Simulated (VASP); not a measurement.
# ZrNbP$_{2}$: what the fields show

```xyz
4
Lattice="4.4733 0.0000 0.0000 -2.2367 3.8740 0.0000 0.0000 0.0000 5.1444" Properties=species:S:1:pos:R:3 pbc="T T T"
Zr    0.0000    0.0000    0.0000
Nb    0.0000    0.0000    2.5722
P     0.0000    2.5827    2.5722
P     2.2367    1.2913    2.5722
```

Space group P6/mmm; a generated structure, not necessarily the stable one.

Computed with VASP, Kohn-Sham DFT of a periodic cell, PBE, VASP PAW PBE potentials, recommended.

The density is the valence pseudo-density of a PAW calculation; it isn't the true density close to the nuclei.

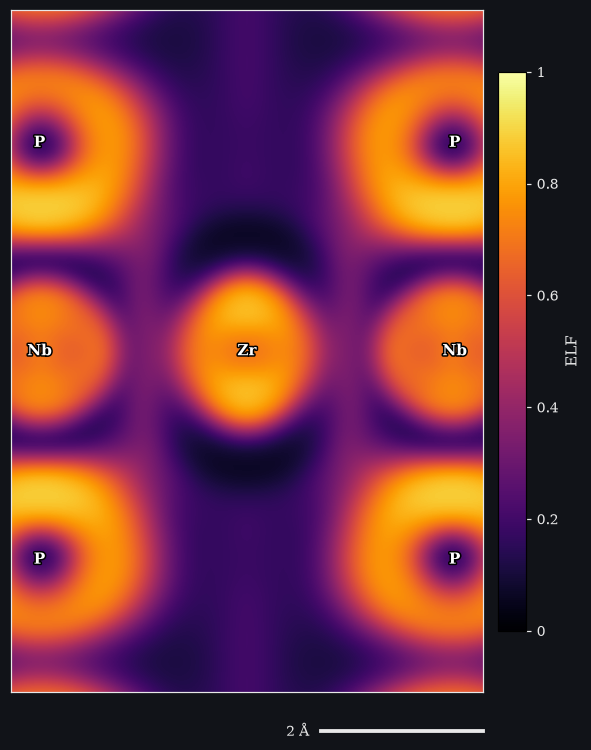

Figure 1. Electron localisation function on the (110) plane of the conventional cell.

**Describe what can be read from this map.**

- The section cuts through Zr, Nb and P sites.
- Zr–Nb (2.57 Å): the ELF is about 0.35 at the midpoint.
- Nb–P (2.58 Å): the ELF peaks at about 0.90 in the valence shell of P, 0.8 Å from its nucleus, and is about 0.40 at the midpoint.
- Zr–P (3.65 Å): the ELF is about 0.35 at the midpoint and 0.20 at its lowest between the atoms (no shared electron pair shows on this line).
- The features right at Zr and Nb lie inside the PAW spheres, where the map follows smoothed inner orbitals and isn't to be read closely.

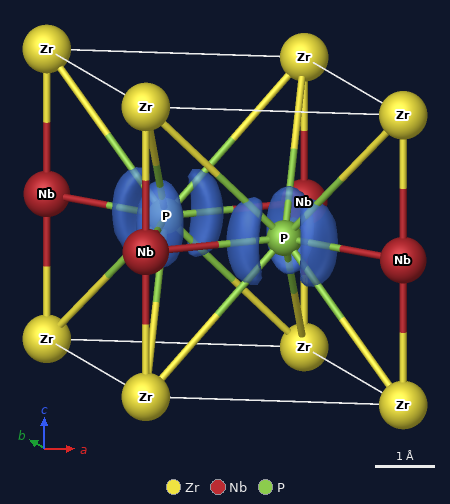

Figure 2. Isosurface of the ELF at 0.8 (blue), seen slightly off an axis. Core shells and regions of very low density are left out. Sticks mark near contacts.

**Where are the electrons localised?**

The ELF exceeds this value in six lobes of the valence shell of P pointing towards Nb (polar bonds), counted in one cell of 4 atoms. Regions shared between cells count once.
